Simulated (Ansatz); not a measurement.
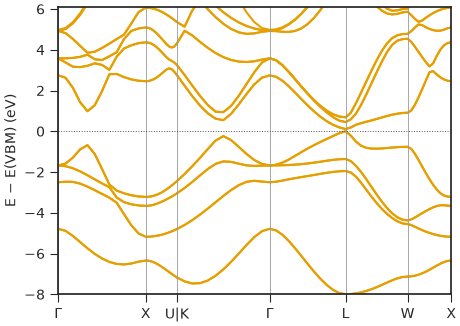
Figure. Band structure from DFT-PBE with spin–orbit coupling in the program Ansatz with PAW potentials

Task: Read off the gap and where the band edges lie.

Result: About 0.1 eV (0.11 eV by a search for the band edges); maximum at L, minimum at L.

The material is SnTe (rock salt, Fm-3m).

Symmetry was held in the PBE relaxation. At this level the phase is dynamically unstable (imaginary phonons).

Potentials: the later of the program's two PAW sets.
